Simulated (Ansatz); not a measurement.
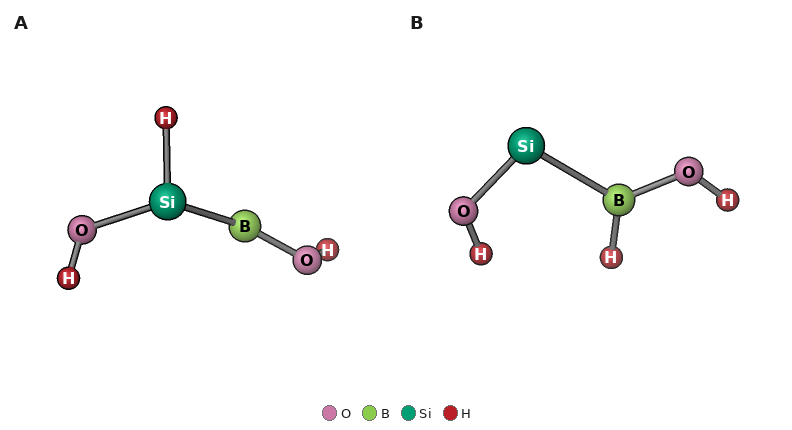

2 stationary structures of one formula. Geometries: PBE0-D4/def2-TZVP. Electronic energies: ωB97M-V/def2-TZVPP (Ansatz 0.2.0), without zero-point energy. No frequency run is at hand to confirm each as a minimum. Each is one conformer, not always the lowest.

Rank them by energy, lowest first.

Answer. B is lowest; A lies 74.1 kJ/mol above it (C1).
